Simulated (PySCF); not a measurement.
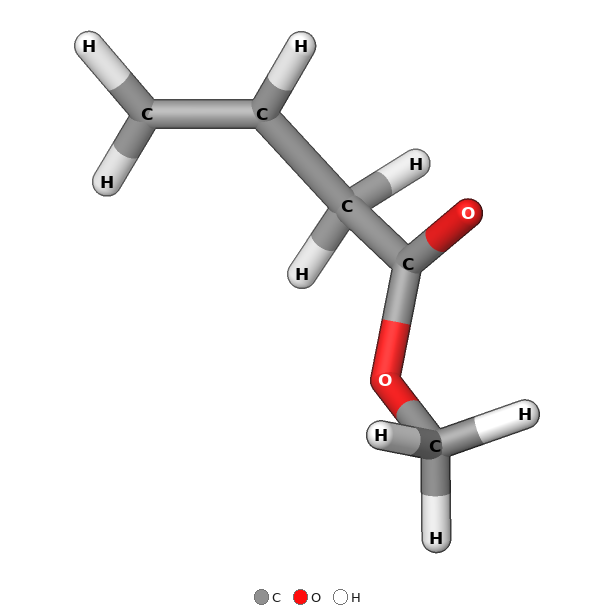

Stick drawing of a structure.

The geometry was computed by an optimisation with GFN2-xTB. No frequency run is at hand to confirm it as a minimum.

Question: Which formula does it have?

Answer: C₅H₈O₂, 15 atoms: 5 carbon, 8 hydrogen and 2 oxygen.

Question: Count the bonded pairs by element.

Answer: 8 C–H, 3 C–C, 3 C–O.

Question: Which point group does it belong to?

Answer: C1.

The parts below concern this one geometry. Atoms keep their numbers from picture to picture.

Geometry

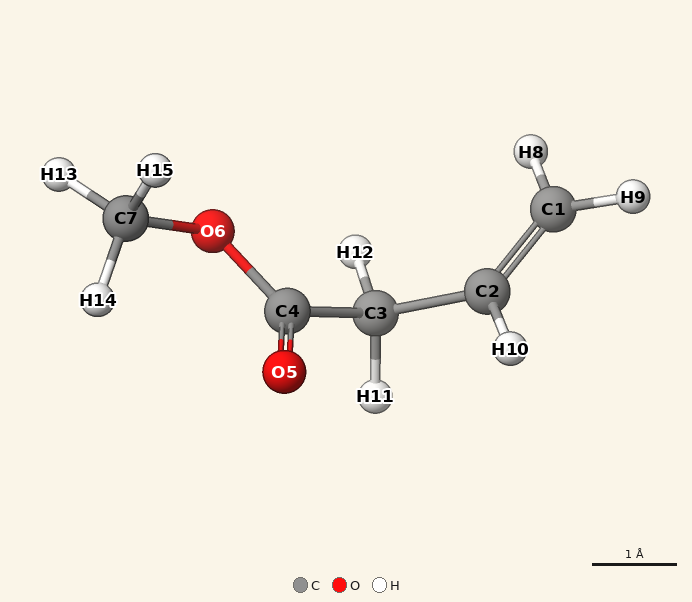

Numbered structure. No frequency run is at hand to confirm it as a minimum.

Question: What is the geometry at C1?

Answer: C1 has 3 neighbours (C2 at 1.32, H8 at 1.08, H9 at 1.08 Å); the arrangement is trigonal planar.

Question: What is the geometry at C2?

Answer: C2 has 3 neighbours (C1 at 1.32, C3 at 1.50, H10 at 1.08 Å); the arrangement is trigonal planar.

Question: What is the geometry at O6?

Answer: O6 has 2 neighbours (C4 at 1.34, C7 at 1.42 Å); the arrangement is bent.

Question: How are the neighbours of atom 3 arranged?

Answer: C3 has 4 neighbours (C2 at 1.50, C4 at 1.52, H11 at 1.09, H12 at 1.09 Å); the arrangement is tetrahedral.

Question: What is the dihedral angle O5–C4–O6–C7?

Answer: 1° in size, that is syn (eclipsed).

Electronic properties

No frequency run is at hand to confirm it as a minimum. Level of theory: PBE0/def2-SVPD, gas phase (PySCF 2.14.0). Excitations: vertical, linear response.

Question: Give the mean static polarisability at this level.

Answer: 68.4 bohr³.

Question: Estimate the dipole moment.

Answer: 1.83 D.

Question: Estimate the LUMO energy (Kohn–Sham orbital).

Answer: −0.15 eV.

Question: Give the lowest vertical singlet excitation at this level.

Answer: 5.87 eV.

NMR shielding

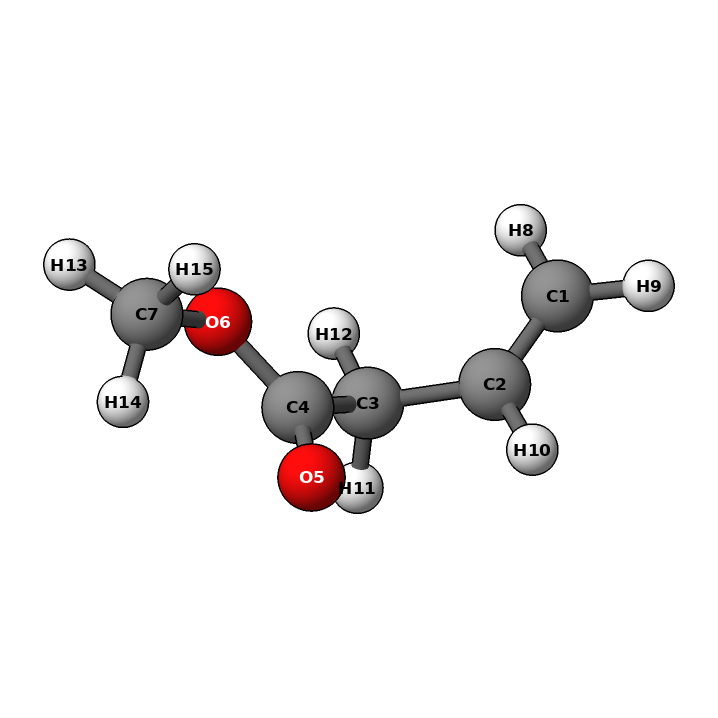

No frequency run is at hand to confirm it as a minimum. Properties computed with GIAO PBE0/pcSseg-1 NMR shielding, non-relativistic, gas phase (PySCF 2.14.0). Principal shieldings σ11 ≤ σ22 ≤ σ33, span Ω = σ33 − σ11, skew κ = 3(σiso − σ22)/Ω.

Question: Which C atom has the most anisotropic shielding?

Answer: C2, with a span of 231 ppm.

Give the shielding tensors of the C atoms.

```tsv
atom	σ11	σ22	σ33	σiso	Ω	κ
C1	−48.2	80.4	157.8	63.3	206.0	−0.25
C2	−75.1	52.7	156.2	44.6	231.3	−0.11
C3	124.5	139.2	158.2	140.6	33.7	0.13
C4	−90.9	49.2	70.7	9.7	161.6	−0.73
C7	101.4	120.1	180.1	133.9	78.7	0.52
```

Shieldings and span in ppm.

Charges

The questions are on Hirshfeld charges. No frequency run is at hand to confirm it as a minimum. Method: PBE0/pcSseg-1, gas phase (PySCF 2.14.0).

List the Hirshfeld charges.

```csv
atom,value (e)
C1,−0.10
C2,−0.04
C3,−0.08
C4,0.22
O5,−0.26
O6,−0.10
C7,−0.04
H8,0.05
H9,0.05
H10,0.05
H11,0.06
H12,0.05
H13,0.06
H14,0.05
H15,0.05
```

Quadrupole coupling

No frequency run is at hand to confirm it as a minimum. Electric field gradients from the ground-state density, PBE0/pcSseg-1 (PySCF 2.14.0), non-relativistic apart from any core potentials.

Give the largest field-gradient component, the quadrupole coupling constant and the asymmetry for 17O at O5 (Q = −25.6 mb), 17O at O6 (Q = −25.6 mb).

```tsv
atom	V_zz (a.u.)	e²qQ/h (MHz)	η
O5	−1.567	9.42	0.16
O6	1.714	−10.31	0.35
```
